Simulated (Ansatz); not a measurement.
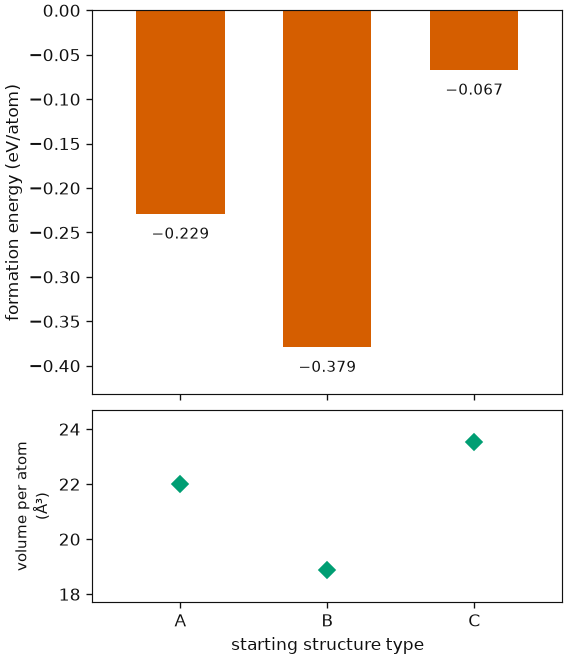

Plotted: formation energy of each starting structure type, with the volume per atom below, for Li₂Sn. The labels are replaced by letters. In alphabetical order the cases are: AlB2 type; ThSi2 type; fluorite type.

Computed with Ansatz 0.2.0: a formula put on the sites of a structure type, uncorrected energy per atom over the elements' standard states (H N O F Cl as gases), plane-wave PAW DFT, cell and atoms relaxed at 0 K and 0 GPa, spin start parallel or as listed, metals to 4 meV/atom. Level: PBE, no spin polarisation.

wave cutoff 420 eV.

The names give the starting types; a cell can relax into another structure.

Q: Which letter stands for which starting structure type?

A: A: ThSi2 type (−0.229 eV/atom); B: AlB2 type (−0.379 eV/atom); C: fluorite type (−0.067 eV/atom).
